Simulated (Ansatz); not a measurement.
Input

```
crystal:
  periodic: [false, false, false]
  atoms:
    - {symbol: O, position_ang: [0.468873, -0.081267, 0.898831]}
    - {symbol: O, position_ang: [-0.541826, -2.078707, -0.784175]}
    - {symbol: O, position_ang: [-2.112908, -0.528556, 0.643428]}
    - {symbol: S, position_ang: [-0.319518, -2.742093, 2.164100]}
    - {symbol: Si, position_ang: [-0.643817, -1.276399, 0.651546]}
    - {symbol: H, position_ang: [1.369500, -0.371738, 1.071781]}
    - {symbol: H, position_ang: [-1.039820, -1.670822, -1.500823]}
    - {symbol: H, position_ang: [-2.239079, 0.169112, 1.293212]}
    - {symbol: H, position_ang: [-0.863356, -3.730567, 1.422468]}
basis:
  gaussian:
    orbitals: def2-TZVPD
hamiltonian:
  xc: pbe0
output: {forces: true, orbitals: {seedname: orbitals}}
```

Command:

```sh
ansatz run input.yaml --threads 2 --pin off --max-ram 4350MiB --events-out events.jsonl --progress --plain --runs-dir runs
```

Geometry: PBE0-D3(BJ)/def2-SVP.

Level of theory: isolated molecule in a Gaussian basis; Kohn-Sham density functional theory, functional PBE0 in Ansatz 0.2.0.

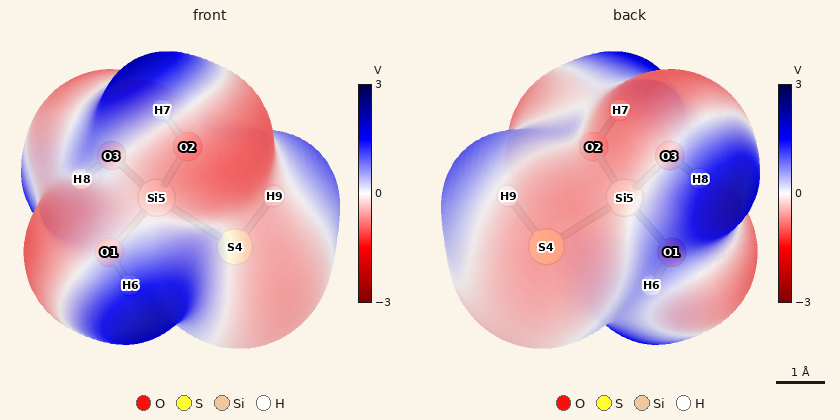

H$_{4}$O$_{3}$SSi (SMILES O[Si](O)(O)S). The molecular electrostatic potential painted on the density surface at 0.001 e/bohr³, seen from the front and from behind; the colour scale runs from red (negative) to blue (positive).

Describe the electrostatic potential map.

The most negative region (about −1.0 V, or −23 kcal/mol for a unit charge) lies over O2, the most positive (about +2.1 V, or +48 kcal/mol for a unit charge) over H6, H7 and H8.
